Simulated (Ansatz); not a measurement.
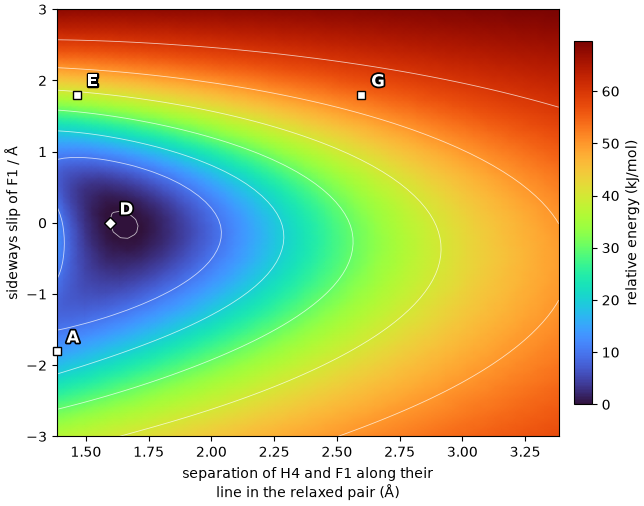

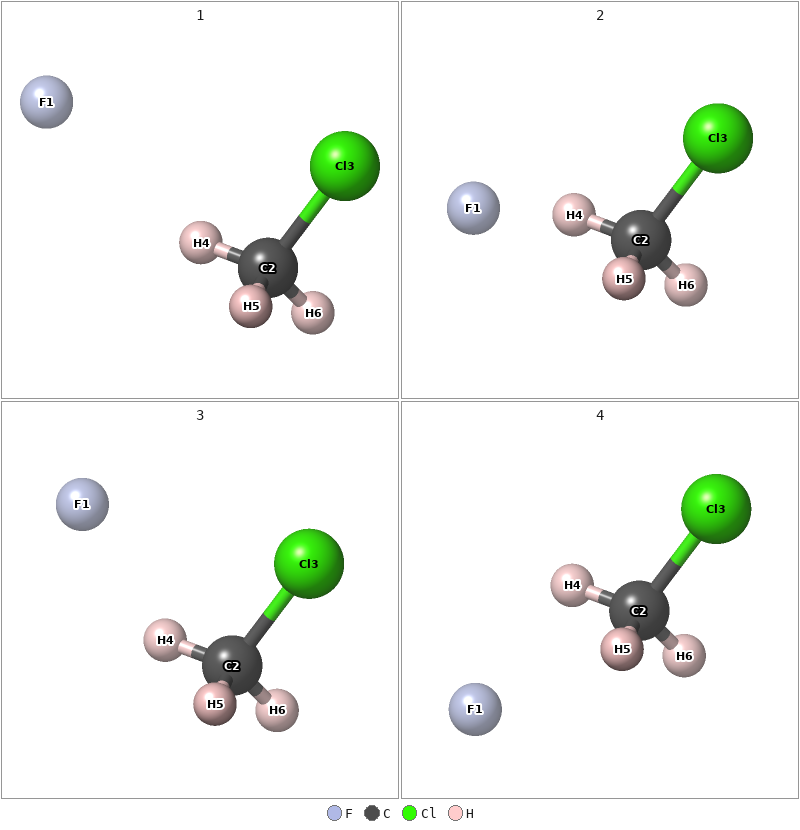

The pair F···CH₃Cl, charge −1. Coordinates scanned: (1) separation of H4 and F1 along their line in the relaxed pair; (2) sideways slip of F1. Nothing is relaxed (both partners rigid). The grid has 11 × 11 points. Points are written as (first, second). All energies are given in kJ/mol relative to the lowest grid point. Computed with RKS B3LYP-D4/def2-TZVPD in Ansatz.

In the figure: a smooth colour map with a few white contour lines, lettered points. Between grid points the surface is interpolated. The numbered pictures are the structures at these points, in random order.

Question: Which structure belongs to which point?

Answer: A is structure 4: (1.384 Å, −1.8 Å), 14 kJ/mol; D is structure 2: (1.595 Å, 0.0 Å), 0 kJ/mol; E is structure 3: (1.464 Å, 1.8 Å), 39 kJ/mol; G is structure 1: (2.598 Å, 1.8 Å), 54 kJ/mol.
